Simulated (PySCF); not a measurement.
FH₈N₃Si₃ (SMILES F[SiH]1N[SiH2]N[SiH2]N1)

```yaml
atoms:
  - { symbol: F, position_ang: [-2.1371, -1.8849, 1.3424] }
  - { symbol: Si, position_ang: [-1.5349, -1.2564, -0.0302] }
  - { symbol: N, position_ang: [0.2233, -1.6127, -0.0602] }
  - { symbol: Si, position_ang: [1.4053, -0.4264, -0.5713] }
  - { symbol: N, position_ang: [0.8906, 1.2844, -0.4912] }
  - { symbol: Si, position_ang: [-0.6331, 1.7891, 0.2671] }
  - { symbol: N, position_ang: [-1.7175, 0.4353, 0.0701] }
  - { symbol: H, position_ang: [-2.2906, -1.8306, -1.1143] }
  - { symbol: H, position_ang: [0.4106, -2.4728, 0.2996] }
  - { symbol: H, position_ang: [2.0228, -0.6903, -1.7884] }
  - { symbol: H, position_ang: [2.4309, -0.8576, 0.5539] }
  - { symbol: H, position_ang: [1.6612, 1.8594, -0.2430] }
  - { symbol: H, position_ang: [-0.5302, 2.1223, 1.7206] }
  - { symbol: H, position_ang: [-1.2999, 2.8843, -0.5633] }
  - { symbol: H, position_ang: [-2.6408, 0.7493, 0.0488] }
```

Geometry: GFN2-xTB, MD frame at 250 fs, 600 K.

The calculation used PBE0/pcSseg-1, SCF density, gas phase, non-relativistic in PySCF.

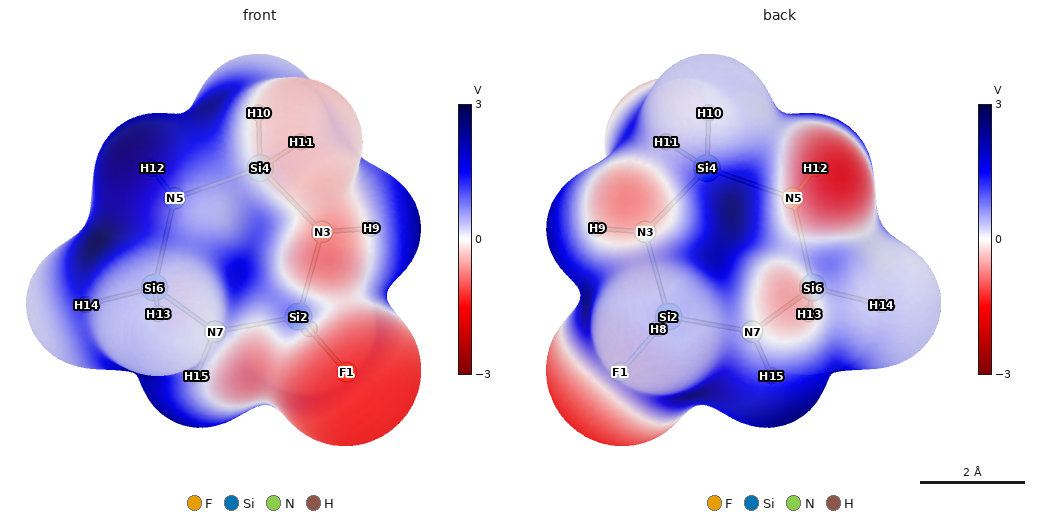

Figure 1. The molecular electrostatic potential painted on the density surface at 0.004 e/bohr³, seen from the front and from behind; red is negative and blue positive.

### Where is the surface potential most negative and most positive?

The most negative region (about −1.3 V) lies over F1 and N5, the most positive (about +2.7 V) over Si4 and Si6.

### What dipole moment does the calculation give?

Its dipole moment is 1.53 D.

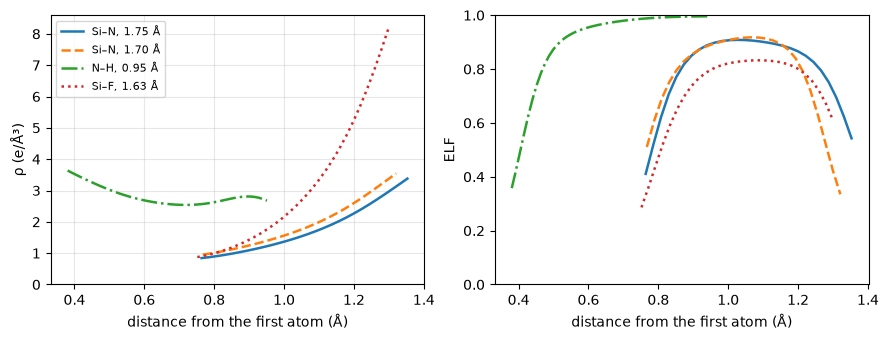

Figure 2. Total electron density and ELF along straight lines between neighbouring atoms. The curves leave out the atomic cores.

### What can be read from the curves?

Si–N (1.75 Å): ρ at the midpoint is about 1 e/Å³; the ELF peaks at about 0.90 between the atoms (a polar covalent bond).
Si–N (1.70 Å): ρ is about 1.1 e/Å³ halfway; the ELF peaks at about 0.90 between the atoms, as expected for a shared but strongly polarised pair.
N–H (0.95 Å): ρ is about 3.1 e/Å³ halfway; the ELF climbs to about 1 towards the hydrogen, as it does in any bond to H (a covalent bond by its length).
Si–F (1.63 Å): ρ is about 1 e/Å³ halfway; the ELF peaks at about 0.85 in the valence shell of F, 0.5 Å from its nucleus, and is about 0.50 at the midpoint.
